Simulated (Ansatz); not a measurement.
# H3NO2SW: the cost of one run

Computed with Ansatz 0.2.0, Gaussian basis. Level: the settings change from run to run.

### Step 1. The relaxed structure

An earlier PBE0-D4 in a triple-zeta def2 set relaxation fixed the geometry. W takes a core potential in def2 sets; no spin-orbit term is included.

SMILES `[NH2][W](=[O])([OH])=[S]`, 8 atoms, charge 0, spin multiplicity 1.

Atoms are counted from 1 here; the program's logs count them from 0.

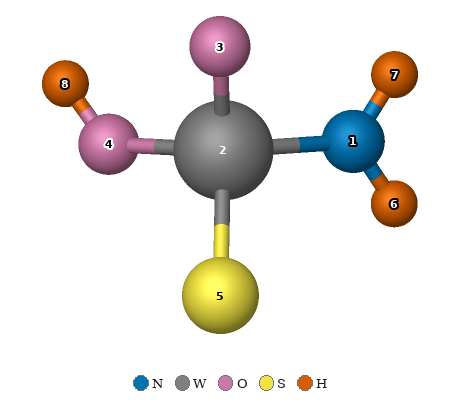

The structure; nitrogen blue, tungsten grey, oxygen pink, sulfur yellow, hydrogen orange; atoms are numbered from 1 in the order of the file.

Geometry (Å):

```xyz
8
charge 0, multiplicity 1
N    -0.71590    1.15671    0.49779
W     0.48803   -0.17089   -0.21657
O     1.66667   -0.46004    0.97204
O    -0.43600   -1.76880   -0.60031
S     1.35006    0.59928   -2.01898
H    -1.18950    1.85093   -0.06017
H    -0.79225    1.35139    1.48495
H    -0.37110   -2.55857   -0.05874
```

### Step 2. BLYP/def2-TZVP

Set apart from the defaults: finite nuclei, D4 dispersion, high accuracy.

File in.yaml:

```yaml
crystal:
  periodic: [false, false, false]
  atoms:
    - {symbol: N, position_ang: [-0.715896, 1.156715, 0.497790]}
    - {symbol: W, position_ang: [0.488026, -0.170892, -0.216573]}
    - {symbol: O, position_ang: [1.666667, -0.460045, 0.972042]}
    - {symbol: O, position_ang: [-0.435999, -1.768798, -0.600313]}
    - {symbol: S, position_ang: [1.350063, 0.599280, -2.018975]}
    - {symbol: H, position_ang: [-1.189502, 1.850935, -0.060170]}
    - {symbol: H, position_ang: [-0.792254, 1.351385, 1.484946]}
    - {symbol: H, position_ang: [-0.371104, -2.558569, -0.058738]}
basis:
  gaussian: {orbitals: def2-TZVP, nuclear_model: gaussian}
hamiltonian: {xc: {name: BLYP}, dispersion: d4}
accuracy: high
```

On the command line:

```bash
$ ansatz run in.yaml --threads 4 --pin off --events-out ev --progress --plain --max-ram 10444MiB
```

**Question.** How long does this run take on 4 threads of Arm Neoverse V2, shared host, and how much memory does it need?

About 6.5 s, with a peak of 0.83 GiB.
